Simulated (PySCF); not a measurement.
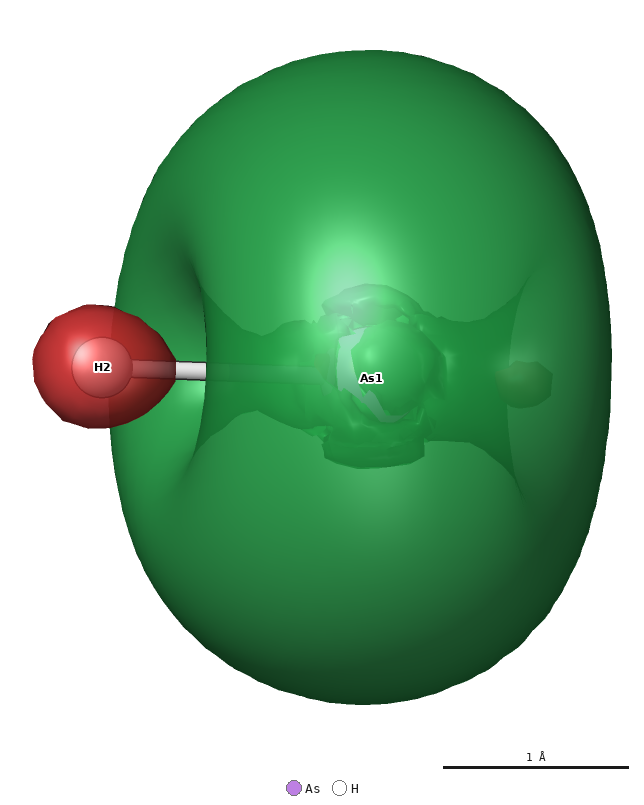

*AsH (triplet). Isosurfaces of the spin density (α minus β) at +0.03 (green) and −0.03 e/Å³ (red), seen from one side.*

The calculation used PySCF 2.14.0, PBE0/def2-TZVPP, non-relativistic Hamiltonian with scalar-relativistic core potentials where named, at a bond length of 1.532 Å.

```xyz
2

As    0.0000    0.0000   -0.0203
H     0.0000    0.0000    1.5117
```

Where is the unpaired spin?

The unpaired spin (2 electrons) lies mostly on As1 (about 2.0), in electrons by Hirshfeld's partition.
